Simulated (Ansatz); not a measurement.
Relaxed SiO2 (rutile):

```yaml
crystal:
  lattice:
    - [4.23588, 0.00000, 0.00000]
    - [0.00000, 4.23588, 0.00000]
    - [0.00000, 0.00000, 5.37981]
  atoms:
    - { symbol: Si, position: [0.50000, 0.50000, 0.25000] }
    - { symbol: Si, position: [0.50000, 0.50000, 0.75000] }
    - { symbol: Si, position: [0.00000, 0.00000, 0.00000] }
    - { symbol: Si, position: [0.00000, 0.00000, 0.50000] }
    - { symbol: O, position: [0.80699, 0.80699, 0.25000] }
    - { symbol: O, position: [0.80699, 0.80699, 0.75000] }
    - { symbol: O, position: [0.30699, 0.69301, 0.00000] }
    - { symbol: O, position: [0.30699, 0.69301, 0.50000] }
    - { symbol: O, position: [0.69301, 0.30699, 0.00000] }
    - { symbol: O, position: [0.69301, 0.30699, 0.50000] }
    - { symbol: O, position: [0.19301, 0.19301, 0.25000] }
    - { symbol: O, position: [0.19301, 0.19301, 0.75000] }
```

The atoms are displaced by Q × the pattern below (from a DFPT mode at Z = (0.0, 0.0, 0.5), largest move 1; Q in Å), at fixed cell. It is one choice among 2 degenerate patterns. (q is in reciprocal vectors of the primitive cell; the cell shown is doubled to hold the pattern.)

```
atom       x       y       z
----  ------  ------  ------
Si1    0.162  -0.162   0.000
Si2   -0.162   0.162   0.000
Si3   -0.707  -0.707   0.000
Si4    0.707   0.707   0.000
O5     0.012  -0.012   0.209
O6    -0.012   0.012  -0.209
O7    -0.053  -0.053   0.048
O8     0.053   0.053  -0.048
O9    -0.053  -0.053  -0.048
O10    0.053   0.053   0.048
O11    0.012  -0.012  -0.209
O12   -0.012   0.012   0.209
```

These are PBE (plane waves to 420 eV, PAW, scalar-relativistic; Ansatz, a first-principles code) values and carry that method's errors. k mesh 8×8×6 (Γ-centred), Fermi-Dirac smearing 0.05 eV. E stands for the smeared free energy. SiO2 was relaxed with its symmetry unable to fall. The PAW data are Ansatz's earlier set. ΔE is measured from the undisplaced structure.

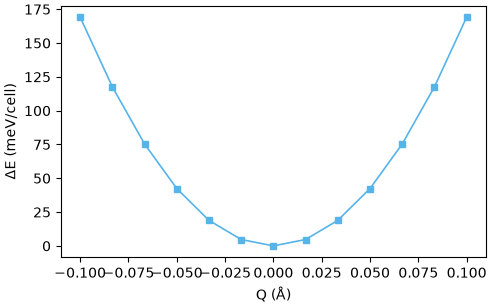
*ΔE (meV/cell) against Q (Å); one marker a computed point.*

What is the energy change at Q = 0.100 Å?

About 170 meV/cell.

What harmonic wavenumber does the curvature at Q = 0 give?

About 380 cm⁻¹.

(A displaced cell: forces are minus the slopes of the energy, force constants its curvatures, and phonons follow from these.)
